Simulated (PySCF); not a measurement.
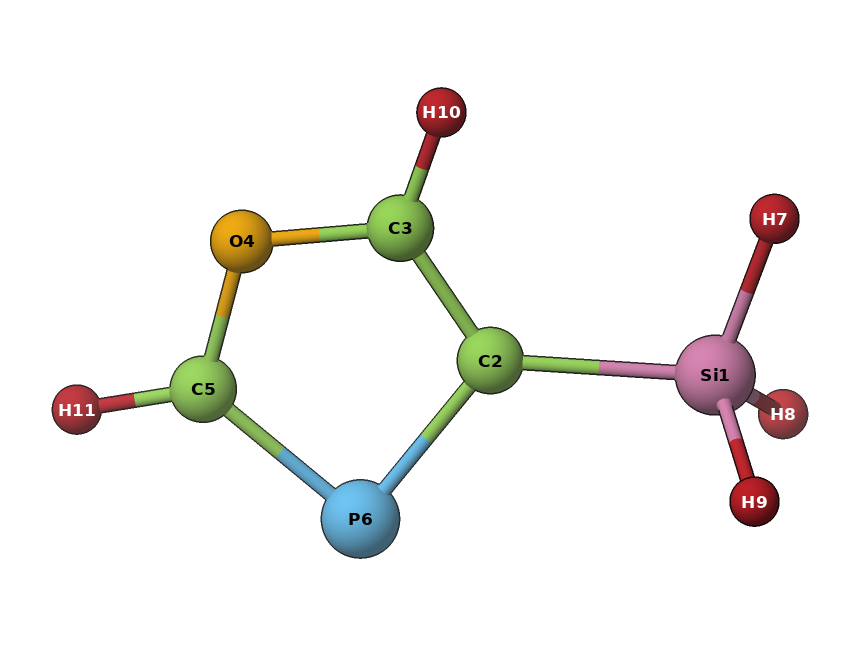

Computed geometry: GFN2-xTB optimisation. No frequency run is at hand to confirm it as a minimum. Properties computed with delta-SCF UKS SCAN, pcX-2 on the ionised atom, pcseg-1 elsewhere, spin-free X2C (PySCF 2.14.0).

Give the core-electron binding energies (to vacuum; p and d levels without spin–orbit splitting) of Si1 1s, Si1 2p, C2 1s, C3 1s, O4 1s, C5 1s, P6 1s, P6 2p.

```tsv
atom	level	binding energy (eV)
Si1	1s	1846.6
Si1	2p	107.0
C2	1s	290.0
C3	1s	291.9
O4	1s	540.3
C5	1s	291.6
P6	1s	2149.6
P6	2p	136.4
```

The geometry is semi-empirical. Around P, Si such bond lengths and angles can be off by a tenth of an ångström or more and by several degrees, and values that hang on the shape move with them.
